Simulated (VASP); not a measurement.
Band structure of AlInSb$_{2}$ (space group P-4m2). These are r2SCAN meta-GGA, VASP's PBE PAW potentials (set 64) (plane waves; VASP 6.6.1) values and carry that method's errors.

Unless said otherwise, spin-orbit coupling is left out, though it shifts the bands of the heavy elements here.

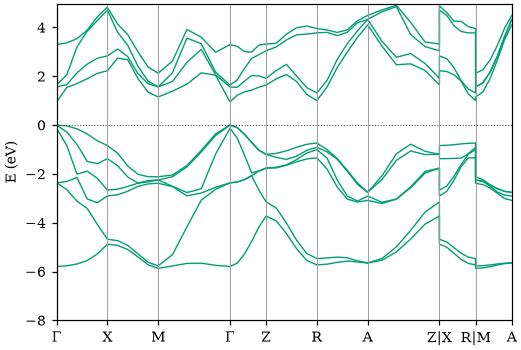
Figure: Bands along high-symmetry lines, zero at the valence-band maximum or, without a gap, the Fermi level

Question: Read the plot: is there a gap, and where are the band edges?

Answer: The gap is direct, 0.95 eV, from the valence maximum at Γ to the conduction minimum at Γ.

The structure comes from a computed database's AlInSb2 entry (P-4m2); how it stands against other phases isn't given here. It was relaxed first.
